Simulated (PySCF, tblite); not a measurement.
# C₇H₁₂Si: geometry, infrared bands and NMR shifts

What infrared bands and NMR shifts should C₇H₁₂Si (`CC/C=C/CC#C[SiH3]`) show?

Programs: tblite 0.8.0 and PySCF 2.14.0, with density-fitted response routines of our own. Each step states its level of theory. These are calculated values for one molecule in the gas phase, unless marked as measured. Atoms are numbered from 0 throughout.

### Step 1. The starting structure

20 atoms, charge 0, multiplicity 1; geometry from: force field or distance geometry start.

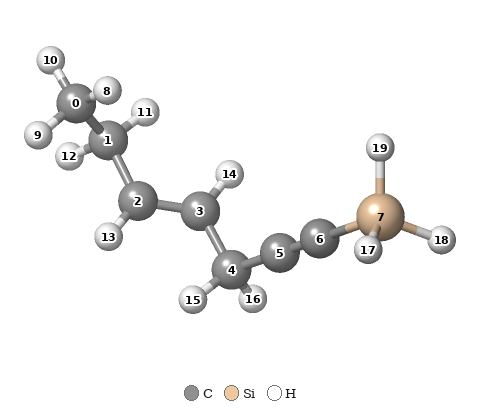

As it starts; carbon grey, silicon light orange, hydrogen white, atoms numbered.

### Step 2. Optimising the geometry with GFN2-xTB

The job: settings as JSON, then the geometry in Å.

```
{"job": {"kind": "relax", "xc": "GFN2-xTB", "basis": "xTB"}, "charge": 0, "multiplicity": 1}
C     -3.135400     0.473700     0.816600
C     -2.694000     0.252000    -0.602500
C     -1.499200    -0.666600    -0.673000
C     -0.359800    -0.253800    -1.220600
C      0.832400    -1.114900    -1.312900
C      1.939800    -0.496000    -0.582600
C      2.850800     0.020200     0.034700
Si     4.240100     0.803800     0.953500
H     -2.359100     0.880100     1.494500
H     -3.400500    -0.534600     1.250500
H     -4.076100     1.092600     0.859700
H     -2.441500     1.194800    -1.108100
H     -3.525000    -0.304400    -1.109500
H     -1.575300    -1.670800    -0.299400
H     -0.300000     0.775100    -1.594000
H      0.549100    -2.098200    -0.850500
H      1.125700    -1.332500    -2.374700
H      4.756500    -0.104200     1.999100
H      5.305800     1.032200    -0.034100
H      3.760600     2.062300     1.530500
```

Command:

```sh
$ OMP_NUM_THREADS=1 python probes_run.py task.json out
```

The driver reads the jobs from task.json and runs them one after another.

**Question.** This job is followed by: GFN2-xTB harmonic vibrations, gas phase; GIAO PBE0/pcSseg-1 NMR shielding, non-relativistic, gas phase. Predict these results of the whole session: strongest single infrared mode (GFN2-xTB); zero-point energy (GFN2-xTB); ¹³C shifts against TMS (PBE0/pcSseg-1); ¹H shifts against TMS (PBE0/pcSseg-1, means over atoms taken as alike); ²⁹Si shifts against TMS (PBE0/pcSseg-1); surface potential, least and greatest.

The runs gave:

| quantity | value |
| --- | --- |
| strongest single infrared mode (GFN2-xTB) | 794 cm⁻¹, 597 km/mol |
| zero-point energy (GFN2-xTB) | 99.2 kcal/mol |
| ¹³C shifts against TMS (PBE0/pcSseg-1) | 143.3, 132.0, 117.0, 79.6, 32.3, 28.4, 17.0 ppm |
| ¹H shifts against TMS (PBE0/pcSseg-1, means over atoms taken as alike) | 5.75, 5.74, 4.23, 3.08, 2.11, 1.08 ppm |
| ²⁹Si shifts against TMS (PBE0/pcSseg-1) | -99.7 ppm |
| surface potential, least and greatest | -0.87 V and 0.92 V |

What this shows: Relaxing lowered the energy by 0.246 eV in 30 steps; the close pair that moved most is C0–H9, from 1.129 to 1.088 Å. No mode is imaginary among the 54: a minimum at this level. Unscaled tight-binding wavenumbers are off by several per cent, some by more. Its intensities can rank the bands wrongly. At PBE0/pcSseg-1: The largest span, 301 ppm, is at C5, where the paramagnetic term is -203 ppm.
